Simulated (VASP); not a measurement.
# MnPt with LDA: from relaxation to properties, part 4 of 7

Aim: relax MnPt, then compute properties on the relaxed cell. The start is a cell from a database of measured crystal structures.

VASP 6.6.1, plane waves and PAW; the level of theory is named at each step.

Still holding for the runs below: The magnetic order is the lowest of the few collinear ones that converged above; longer or canted patterns were not tried. The cell is doubled for it, so bands and modes from the zone boundary of the chemical cell fold onto Γ and the labels are those of the larger cell.

So far. Step 7 (Full relaxation (LDA)): It ends with forces that vanish by symmetry and a pressure of -0.03 GPa. Step 8 (Second relaxation): It ends with forces that vanish by symmetry and a pressure of 0.01 GPa. The volume moved by only 0.06 %, so the volume is settled. The relaxed cell has a = 2.706, c = 3.665 Å (conventional setting).

### Step 9. Single point with fields (LDA)

Level of this step: LDA, spin-polarised from an antiferromagnetic start; plane waves and PAW (Mn_pv, Pt) (VASP).

The relaxed cell gets a fresh self-consistent run, on a basis set for its own volume, to fix the density and to check the remaining stress.

Contents of INCAR:

```
SYSTEM = MnPt
PREC = Accurate
ENCUT = 400
EDIFF = 1E-06
NELM = 100
ISMEAR = 1
SIGMA = 0.2
LREAL = .FALSE.
ALGO = Normal
GGA = CA
NBANDS = 31
ISPIN = 2
MAGMOM = 3.52 -3.52 0 0
LASPH = .TRUE.
LMAXMIX = 4
LORBIT = 11
LWAVE = .FALSE.
LCHARG = .TRUE.
ISIF = 2
LELF = .TRUE.
LVHAR = .TRUE.
```

Contents of POSCAR:

```
MnPt
1.0
    5.4124341025      0.0000000000      0.0000000000
    2.7062170512      2.7062170512      0.0000000000
    0.0000000000      0.0000000000      3.6647727889
Mn Pt
2 2
Direct
    0.0000000000      0.0000000000      0.0000000000
    0.5000000000      0.0000000000      0.0000000000
    0.0000000000      0.5000000000      0.5000000000
    0.5000000000      0.5000000000      0.5000000000
```

Contents of KPOINTS:

```
Automatic mesh
0
Gamma
10 10 7
0 0 0
```

Potentials, in the order of the species: Mn_pv and Pt (LDA family, release 64).

The run is started by

```console
mpirun -np 4 vasp_std
```

The log of the run:

```text
[banner, memory and clock lines left out]
running    4 mpi-ranks, on    1 nodes
 distrk:  each k-point on    4 cores,    1 groups
 distr:  one band on    1 cores,    4 groups

 POSCAR found type information on POSCAR MnPt
 POSCAR found :  2 types and       4 ions
 LDA part: xc-table for (Slater(with rela. corr.)+CA(PZ))
 , standard interpolation
|                                                                             |
|           W    W    AA    RRRRR   N    N  II  N    N   GGGG   !!!           |
|           W    W   A  A   R    R  NN   N  II  NN   N  G    G  !!!           |
|           W    W  A    A  R    R  N N  N  II  N N  N  G       !!!           |
|           W WW W  AAAAAA  RRRRR   N  N N  II  N  N N  G  GGG   !            |
|           WW  WW  A    A  R   R   N   NN  II  N   NN  G    G                |
|           W    W  A    A  R    R  N    N  II  N    N   GGGG   !!!           |
|                                                                             |
|     The number of bands has been changed from the values supplied in        |
|     The orbitals not found in the WAVECAR file will be initialized with     |
|     random numbers, which is usually adequate. For correlated               |
|     calculations, however, you should redo the groundstate calculation.     |
|     I found NBANDS = 31. Now, NBANDS = 32.                                  |
|                                                                             |

 POSCAR, INCAR and KPOINTS ok, starting setup
 FFT: planning ... GRIDC
 FFT: planning ... GRID_SOFT
 FFT: planning ... GRID
 WAVECAR not read
 entering main loop
       N       E                     dE             d eps       ncg     rms          rms(c)
DAV:   1     0.417383970784E+03    0.41738E+03   -0.21356E+04 11312   0.143E+03
DAV:   2    -0.181885499052E+02   -0.43557E+03   -0.40644E+03 11376   0.418E+02
DAV:   3    -0.393480290985E+02   -0.21159E+02   -0.20319E+02 11904   0.104E+02
DAV:   4    -0.396438664801E+02   -0.29584E+00   -0.29556E+00 12312   0.124E+01
DAV:   5    -0.396497122831E+02   -0.58458E-02   -0.58457E-02 12224   0.180E+00    0.258E+01
DAV:   6    -0.398479298433E+02   -0.19822E+00   -0.26393E+01 11056   0.564E+01    0.257E+01
DAV:   7    -0.366656045226E+02    0.31823E+01   -0.19609E+01 12536   0.562E+01    0.123E+01
DAV:   8    -0.361909220076E+02    0.47468E+00   -0.14633E+00 11976   0.121E+01    0.581E+00
DAV:   9    -0.361789881038E+02    0.11934E-01   -0.28001E-01 12456   0.491E+00    0.299E+00
DAV:  10    -0.361742120894E+02    0.47760E-02   -0.76044E-02 12704   0.266E+00    0.158E+00
DAV:  11    -0.361764554279E+02   -0.22433E-02   -0.11674E-02 11576   0.943E-01    0.447E-01
DAV:  12    -0.361767752247E+02   -0.31980E-03   -0.10749E-03 12536   0.298E-01    0.230E-01
DAV:  13    -0.361767230816E+02    0.52143E-04   -0.35024E-04 12656   0.225E-01    0.101E-01
DAV:  14    -0.361767231267E+02   -0.45112E-07   -0.19420E-04 13000   0.138E-01    0.173E-02
DAV:  15    -0.361767259943E+02   -0.28676E-05   -0.16375E-05 11584   0.301E-02    0.601E-03
DAV:  16    -0.361767260037E+02   -0.93187E-08   -0.26605E-07  6376   0.522E-03
   1 F= -.36176726E+02 E0= -.36183219E+02  d E =0.194786E-01  mag=     0.0000
```

Wall time 32 s (4 MPI ranks of Intel Xeon 6975P-C (Granite Rapids), shared host); peak memory 0.64 GiB.

From OUTCAR (step 9):

```text
   k-points           NKPTS =     84   k-points in BZ     NKDIM =     84   number of bands    NBANDS=     32

   NELECT =      46.0000    total number of electrons

 E-fermi :  11.1688

 spin component 1
 k-point     1 :       0.0000    0.0000    0.0000
  band No.  band energies     occupation
    ...
     17       9.4332      1.00000
     18       9.7325      1.00000
     19      10.5798      1.00013
     20      10.9449      1.03350
     21      10.9449      1.03350
     22      11.4019     -0.03487
     23      12.2805     -0.00000
     24      12.3680     -0.00000
     25      12.4104     -0.00000
     26      12.4104     -0.00000
    ...

 k-point     2 :       0.1000    0.0000    0.0000
  band No.  band energies     occupation
    ...
     18       9.7192      1.00000
     19      10.4639      1.00000
     20      10.5721      1.00010
     21      10.6496      1.00075
     22      10.9444      1.03360
     23      11.7620     -0.00011
     24      12.0026     -0.00000
     25      12.3738     -0.00000
     26      12.3940     -0.00000
     27      12.5674     -0.00000
    ...

  Total       -0.0006891     -0.0006891      0.0010153      0.0000000     -0.0000000      0.0000000
  in kB       -0.0205686     -0.0205686      0.0303051      0.0000000     -0.0000000      0.0000000
  external PRESSURE =      -0.0036107 kB  Pullay stress =       0.0000000 kB

 POSITION                                       TOTAL-FORCE (eV/Angst)
 -----------------------------------------------------------------------------------
      0.00000      0.00000      0.00000         0.000000      0.000000     -0.000000
      2.70622      0.00000      0.00000         0.000000      0.000000     -0.000000
      1.35311      1.35311      1.83239        -0.000000     -0.000000      0.000000
      4.05933      1.35311      1.83239        -0.000000      0.000000     -0.000000
 -----------------------------------------------------------------------------------
    total drift:                                0.000000      0.000000     -0.000000

  FREE ENERGIE OF THE ION-ELECTRON SYSTEM (eV)
  ---------------------------------------------------
  free  energy   TOTEN  =       -36.1767260037 eV

  energy  without entropy=      -36.1962046195  energy(sigma->0) =      -36.18321888

 magnetization (x)
# of ion       s       p       d       tot
------------------------------------------
    1        0.022   0.045   3.189   3.256
    2       -0.022  -0.045  -3.189  -3.256
    3        0.000   0.000   0.000   0.000
    4        0.000   0.000   0.000   0.000
--------------------------------------------------
tot          0.000   0.000  -0.000  -0.000

[... 5 parts as in an earlier step ...]

[... 11 further parts left out ...]
```

With spin, VASP writes an ELF for each channel.

Numbers from this step:

- electronic steps: 16
- bands: 32
- pressure: -3.61e-4 GPa

Valence electrons inside each PAW sphere by angular momentum. Sphere charges, by row:

```
atom  s (e)  p (e)  d (e)  tot (e)
 Mn1  0.341  6.312  5.018    11.67
 Mn2  0.341  6.312  5.018    11.67
 Pt3  0.745  0.725  8.094    9.564
 Pt4  0.745  0.725  8.094    9.564
```

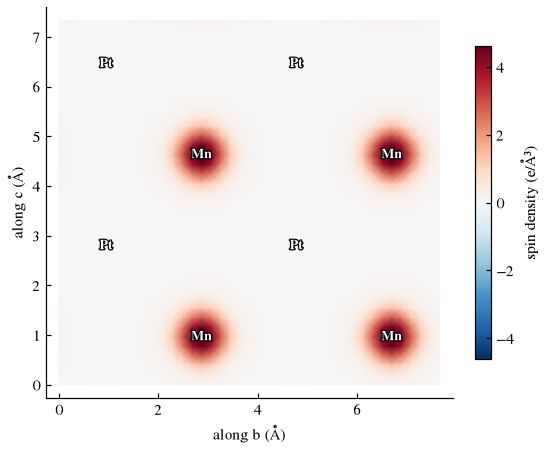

Spin density in the bc plane at fractional x = 0.000, with atoms of Mn and Pt within 0.2 Å of it. The map starts off the cell's origin, so that atoms lie inside it.

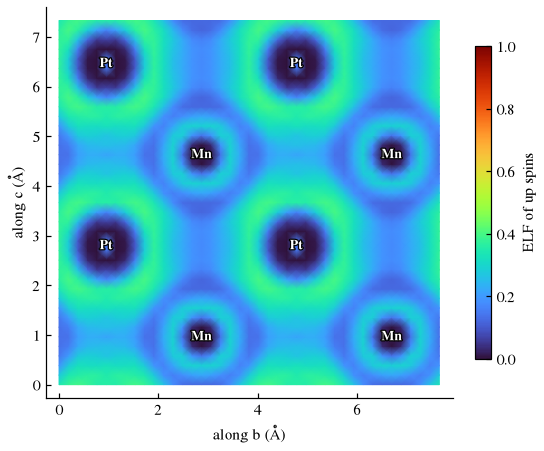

ELF of up spins in the bc plane at fractional x = 0.000, with atoms of Mn and Pt within 0.2 Å of it. It is the smooth field of the valence electrons, not physical close to the nuclei. The map starts off the cell's origin, so that atoms lie inside it.

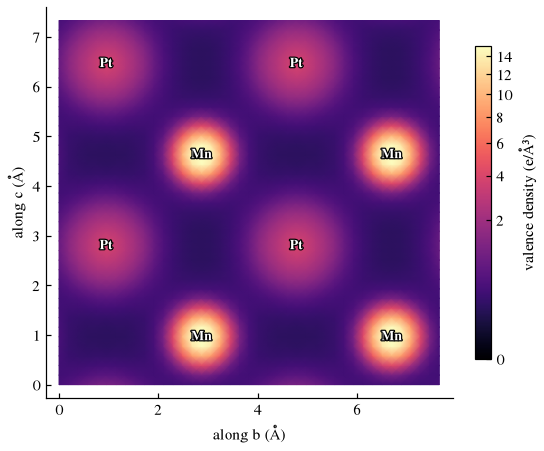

Valence density in the bc plane at fractional x = 0.000, with atoms of Mn and Pt within 0.2 Å of it. It is the smooth field of the valence electrons, not physical close to the nuclei. The map starts off the cell's origin, so that atoms lie inside it. The colour scale is stretched toward low values.

In this run the pressure is 0.00 GPa, small enough to go on.

### Step 10. Band structure (LDA)

Levels along the symmetry lines show where the bands peak and cross; KPOINTS_OPT computes them in the converged potential.

Contents of INCAR:

```
SYSTEM = MnPt
PREC = Accurate
ENCUT = 400
EDIFF = 1E-06
NELM = 100
ISMEAR = 1
SIGMA = 0.2
LREAL = .FALSE.
ALGO = Normal
GGA = CA
NBANDS = 39
ISPIN = 2
MAGMOM = 3.256 -3.256 0 0
LASPH = .TRUE.
LMAXMIX = 4
LORBIT = 11
LWAVE = .FALSE.
LCHARG = .FALSE.
KPAR = 4
```

POSCAR is that of step 9.

KPOINTS is that of step 9.

Contents of KPOINTS_OPT:

```
Line mode
16
Line-mode
Reciprocal
  0.00000000   0.00000000   0.00000000 GAMMA
  0.50000000   0.00000000   0.00000000 X

  0.50000000   0.00000000   0.00000000 X
  0.00000000  -0.50000000   0.00000000 M

  0.00000000  -0.50000000   0.00000000 M
  0.00000000   0.00000000   0.00000000 GAMMA

  0.00000000   0.00000000   0.00000000 GAMMA
  0.00000000   0.00000000   0.50000000 Z

  0.00000000   0.00000000   0.50000000 Z
  0.50000000   0.00000000   0.50000000 R

  0.50000000   0.00000000   0.50000000 R
  0.00000000  -0.50000000   0.50000000 A

  0.00000000  -0.50000000   0.50000000 A
  0.00000000   0.00000000   0.50000000 Z

  0.50000000   0.00000000   0.00000000 X
  0.50000000   0.00000000   0.50000000 R

  0.00000000  -0.50000000   0.00000000 M
  0.00000000  -0.50000000   0.50000000 A
```

The run is started by

```console
mpirun -np 4 vasp_std
```

The log of the run:

```text
[... set-up lines as in an earlier step ...]
 entering main loop
       N       E                     dE             d eps       ncg     rms          rms(c)
DAV:   1     0.422569074506E+03    0.42257E+03   -0.20099E+04 13600   0.118E+03
DAV:   2    -0.160260937262E+02   -0.43860E+03   -0.40733E+03 13265   0.360E+02
DAV:   3    -0.394126246701E+02   -0.23387E+02   -0.22627E+02 14609   0.934E+01
DAV:   4    -0.397041149775E+02   -0.29149E+00   -0.29125E+00 14505   0.105E+01
DAV:   5    -0.397095713037E+02   -0.54563E-02   -0.54562E-02 14662   0.144E+00    0.257E+01
DAV:   6    -0.401575611857E+02   -0.44799E+00   -0.18589E+01 14329   0.471E+01    0.267E+01
DAV:   7    -0.366503168264E+02    0.35072E+01   -0.15929E+01 14464   0.469E+01    0.123E+01
DAV:   8    -0.361827327224E+02    0.46758E+00   -0.11460E+00 14642   0.965E+00    0.591E+00
DAV:   9    -0.361822273295E+02    0.50539E-03   -0.19976E-01 15138   0.395E+00    0.312E+00
DAV:  10    -0.361734368740E+02    0.87905E-02   -0.57063E-02 15256   0.216E+00    0.162E+00
DAV:  11    -0.361764564417E+02   -0.30196E-02   -0.11784E-02 14569   0.834E-01    0.513E-01
DAV:  12    -0.361767008092E+02   -0.24437E-03   -0.91569E-04 14582   0.202E-01    0.252E-01
DAV:  13    -0.361767145626E+02   -0.13753E-04   -0.25583E-04 14780   0.183E-01    0.107E-01
DAV:  14    -0.361767234008E+02   -0.88382E-05   -0.17161E-04 15230   0.117E-01    0.172E-02
DAV:  15    -0.361767259892E+02   -0.25883E-05   -0.23405E-05 14126   0.345E-02    0.614E-03
DAV:  16    -0.361767259706E+02    0.18576E-07   -0.68315E-07  8204   0.783E-03
   1 F= -.36176726E+02 E0= -.36183219E+02  d E =0.194789E-01  mag=    -0.0000
 Start KPOINTS_OPT (optional k-point list driver)
k-point batch [1-84\144]
       N       E                     dE             ncg
DAV:   1     0.214615423803E+05   -0.51106E+05    13568
DAV:   2    -0.146328584753E+05   -0.36094E+05    13251
DAV:   3    -0.165456666850E+05   -0.19128E+04    14632
DAV:   4    -0.165702886763E+05   -0.24622E+02    14217
DAV:   5    -0.165707969764E+05   -0.50830E+00    15105
DAV:   6    -0.165708128651E+05   -0.15889E-01    14580
DAV:   7    -0.165708134702E+05   -0.60512E-03    15322
DAV:   8    -0.165708134953E+05   -0.25107E-04    11435
DAV:   9    -0.165708134969E+05   -0.15389E-05     9088
DAV:  10    -0.165708134973E+05   -0.39313E-06     8303
k-point batch [85-144\144]
       N       E                     dE             ncg
DAV:   1     0.456680388549E+05   -0.69891E+05     9664
DAV:   2     0.198720981120E+05   -0.25796E+05     9479
DAV:   3     0.185238658588E+05   -0.13482E+04    10501
DAV:   4     0.185065124329E+05   -0.17353E+02    10480
DAV:   5     0.185061449295E+05   -0.36750E+00    10702
DAV:   6     0.185061333985E+05   -0.11531E-01    10745
DAV:   7     0.185061329613E+05   -0.43716E-03    10846
DAV:   8     0.185061329435E+05   -0.17840E-04     8837
DAV:   9     0.185061329424E+05   -0.10985E-05     6879
DAV:  10     0.185061329421E+05   -0.28351E-06     6745
```

The job ended after 60 s (4 MPI ranks; peak memory 1.6 GiB).

OUTCAR, selected parts (step 10):

```text
   k-points           NKPTS =     84   k-points in BZ     NKDIM =     84   number of bands    NBANDS=     39

   NELECT =      46.0000    total number of electrons

 E-fermi :  11.1688

 spin component 1
 k-point     1 :       0.0000    0.0000    0.0000
  band No.  band energies     occupation
    ...
     17       9.4331      1.00000
     18       9.7325      1.00000
     19      10.5798      1.00013
     20      10.9449      1.03350
     21      10.9449      1.03350
     22      11.4017     -0.03486
     23      12.2805     -0.00000
     24      12.3680     -0.00000
     25      12.4104     -0.00000
     26      12.4104     -0.00000
    ...

 k-point     2 :       0.1000    0.0000    0.0000
  band No.  band energies     occupation
    ...
     18       9.7192      1.00000
     19      10.4638      1.00000
     20      10.5720      1.00010
     21      10.6495      1.00074
     22      10.9444      1.03360
     23      11.7620     -0.00011
     24      12.0026     -0.00000
     25      12.3737     -0.00000
     26      12.3939     -0.00000
     27      12.5673     -0.00000
    ...

  Total        0.0062031      0.0062031      0.0080190     -0.0000000      0.0000000     -0.0000000
  in kB        0.1851464      0.1851464      0.2393464     -0.0000000      0.0000000     -0.0000000
  external PRESSURE =       0.2032131 kB  Pullay stress =       0.0000000 kB

 POSITION                                       TOTAL-FORCE (eV/Angst)
 -----------------------------------------------------------------------------------
      0.00000      0.00000      0.00000        -0.000000     -0.000000      0.000000
      2.70622      0.00000      0.00000         0.000000      0.000000     -0.000000
      1.35311      1.35311      1.83239        -0.000000      0.000000      0.000000
      4.05933      1.35311      1.83239         0.000000     -0.000000      0.000000
 -----------------------------------------------------------------------------------
    total drift:                                0.000000      0.000000     -0.000000

  FREE ENERGIE OF THE ION-ELECTRON SYSTEM (eV)
  ---------------------------------------------------
  free  energy   TOTEN  =       -36.1767259706 eV

  energy  without entropy=      -36.1962048744  energy(sigma->0) =      -36.18321894

 magnetization (x)
# of ion       s       p       d       tot
------------------------------------------
    1        0.022   0.045   3.189   3.256
    2       -0.022  -0.045  -3.189  -3.256
    3        0.000   0.000   0.000   0.000
    4        0.000   0.000   0.000   0.000
--------------------------------------------------
tot          0.000   0.000   0.000   0.000

[... 8 parts as in an earlier step ...]

[... 8 further parts left out ...]
```

Spin-orbit coupling is off here; with elements this heavy it splits and shifts levels by tenths of an eV or more.

This step gave:

| Item | Value |
| --- | --- |
| bands | 39 |
| pressure | 0.02032 GPa |

Both spin channels agree. The electronic bands at the labelled points (eV, zero at the Fermi level; # counts the bands kept, so #1 is VASP's band 7):

```
    point    #14    #15    #16    #17    #18    #19   #20   #21
        Γ  -0.22  -0.22   0.23   1.11   1.20   1.24  1.24  1.26
        X  -2.18  -2.15  -1.33  -0.23  -0.05  -0.02  0.35  0.91
        M  -2.49  -2.17  -2.15  -2.09   0.00   0.00  0.27  1.76
        Γ  -0.22  -0.22   0.23   1.11   1.20   1.24  1.24  1.26
        Z  -2.27  -2.24  -1.27  -0.34  -0.34   0.18  0.24  0.52
        R  -2.38  -2.17  -1.93  -1.88   0.24   0.35  0.45  0.87
        A  -0.97  -0.97  -0.73  -0.52  -0.52  -0.49  0.93  1.02
        Z  -2.27  -2.24  -1.27  -0.34  -0.34   0.18  0.24  0.52
jump to X  -2.18  -2.15  -1.33  -0.23  -0.05  -0.02  0.35  0.91
        R  -2.38  -2.17  -1.93  -1.88   0.24   0.35  0.45  0.87
jump to M  -2.49  -2.17  -2.15  -2.09   0.00   0.00  0.27  1.76
        A  -0.97  -0.97  -0.73  -0.52  -0.52  -0.49  0.93  1.02
```

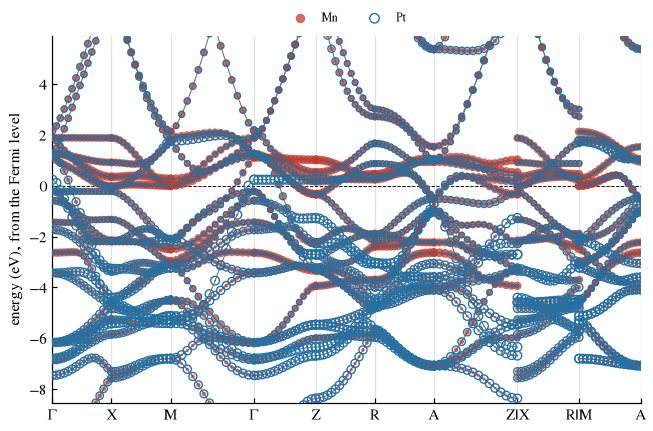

Electronic bands along the path; dots are coloured as in the legend, and their area grows with the weight.

There is no gap at this level.

(Continued in part 5 of 7.)

[Lines on the potential files, build, host, timing and source positions are cut from VASP's logs without a mark.]

[Logs are printed without paths, hosts, clocks, repeated set-up lines and the standing remarks that a program may print on its own settings, such as how far it seeks lower states.]

[Hosts, paths, dates, database ids (printed as entryN), source tags and the programs' standing remarks are cut or masked in the printed files.]

[A measured line is paired with the nearest computed mode of its activity, which favours agreement.]
